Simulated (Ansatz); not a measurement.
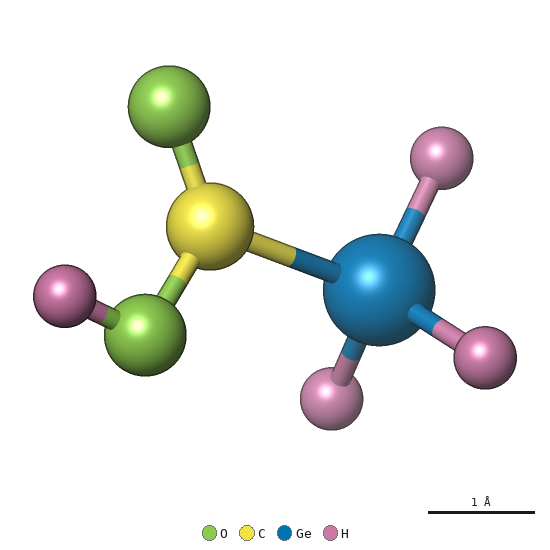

A ball-and-stick model of a molecule. Every bond is drawn as one stick, whatever its order.

Describe the molecule.

It has 8 atoms: 1 carbon, 4 hydrogen, 1 germanium and 2 oxygen (CH4GeO2). SMILES: `O=[C](O)[GeH3]`. Among its groups: carboxylic acid. This geometry has Cs symmetry. Coordination: 1 C trigonal planar; 1 O bent; 1 Ge tetrahedral.

The parts below concern this one geometry. Atoms keep their numbers from picture to picture. The computed structure is the end point of a PBE0-D4/def2-TZVP optimisation.

Vibrations

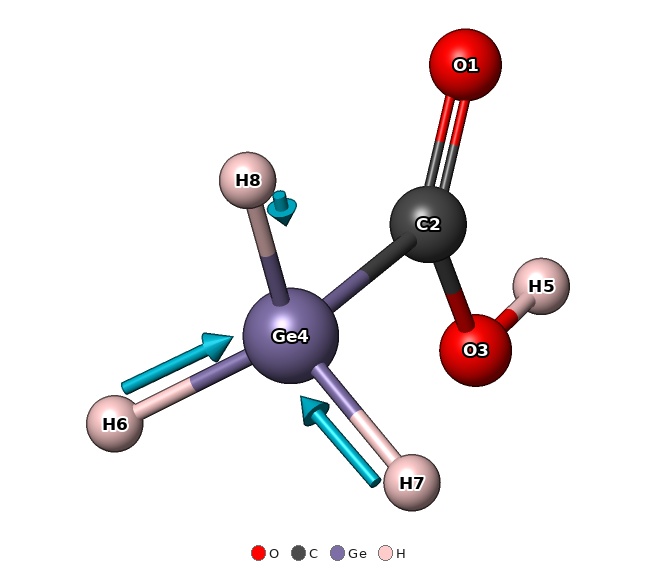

The arrows show one normal mode. Harmonic vibrations computed with RKS PBE0-D4/def2-TZVP (Ansatz 0.2.0) at a stationary point of the same level.

Question: What kind of motion is it?

Answer: Mostly in-phase stretching of 2 Ge–H bonds.

Question: Estimate its harmonic wavenumber.

Answer: 2172 cm⁻¹; it is mode 15 of 18 counted from the lowest.

Levels of theory compared

Program: Ansatz 0.2.0.

Tabulate dipole (D) at these levels: B3LYP-D4/def2-TZVPP; PBE-D4/def2-TZVPP; PBE0-D4/def2-TZVP; r2SCAN-D4/def2-TZVPP; ωB97M-V/def2-TZVPP.

| level | dipole (D) |
| --- | --- |
| B3LYP-D4/def2-TZVPP | 1.43 |
| PBE-D4/def2-TZVPP | 1.35 |
| PBE0-D4/def2-TZVP | 1.42 |
| r2SCAN-D4/def2-TZVPP | 1.41 |
| ωB97M-V/def2-TZVPP | 1.46 |

Charges

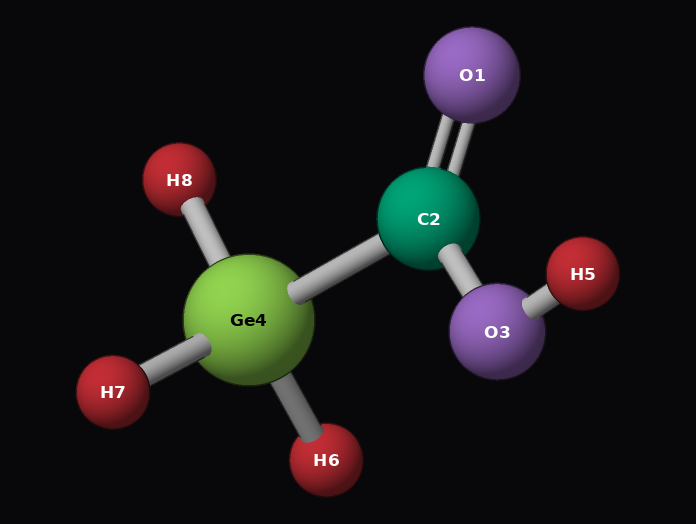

The questions are on Mulliken charges. Properties computed with RKS r2SCAN-D4/def2-TZVPP (Ansatz 0.2.0).

List the Mulliken charges.

```json
{"atom": "O1", "value (e)": "−0.31"}
{"atom": "C2", "value (e)": "0.24"}
{"atom": "O3", "value (e)": "−0.27"}
{"atom": "Ge4", "value (e)": "0.12"}
{"atom": "H5", "value (e)": "0.21"}
{"atom": "H6", "value (e)": "0.00"}
{"atom": "H7", "value (e)": "0.00"}
{"atom": "H8", "value (e)": "0.01"}
```

Mulliken values depend strongly on the basis set and can even reverse the polarity of a bond.
